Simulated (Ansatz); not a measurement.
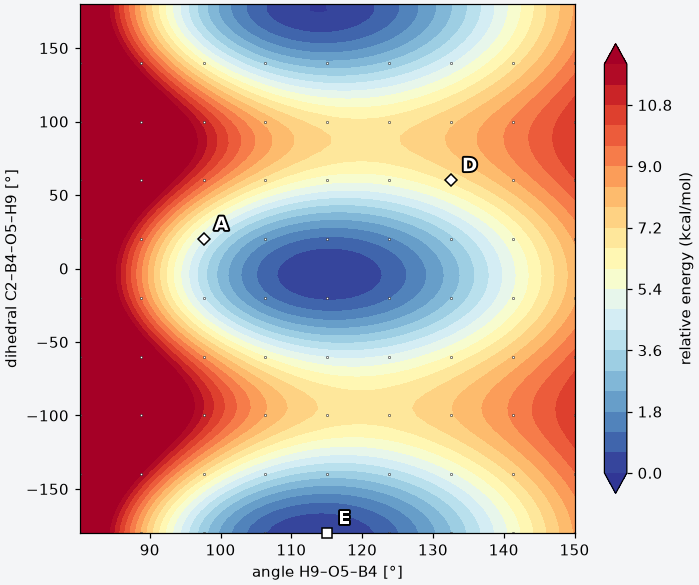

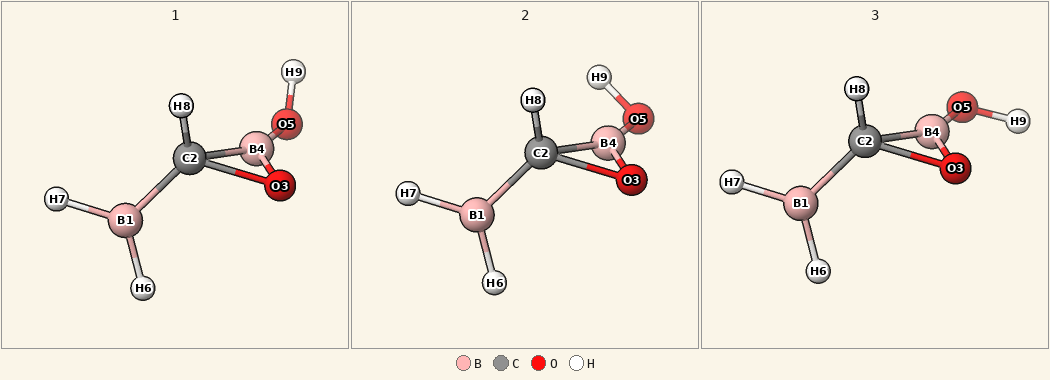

CH4B2O2, SMILES BC1OB1O. 
- The first coordinate is: angle H9–O5–B4; the second: dihedral C2–B4–O5–H9.
- Nothing is relaxed (all other coordinates rigid).
- The scan uses a 9 × 9 grid.
- Points are written as (first, second).
- Energies: kcal/mol, counted from the lowest grid point.
- All numbers below come from Ansatz, RKS B3LYP-D4/def2-TZVP.

In the figure: filled contours, dots at the grid points, one colour for all values above the top of the scale, lettered points. Between grid points the surface is interpolated. The numbered pictures are the structures at these points, in random order.

Which structure belongs to which point?

Answer. A is structure 2: (97.6°, 20°), 4.8 kcal/mol; D is structure 1: (132.6°, 60°), 6.7 kcal/mol; E is structure 3: (115.1°, −180°), 0.0 kcal/mol.
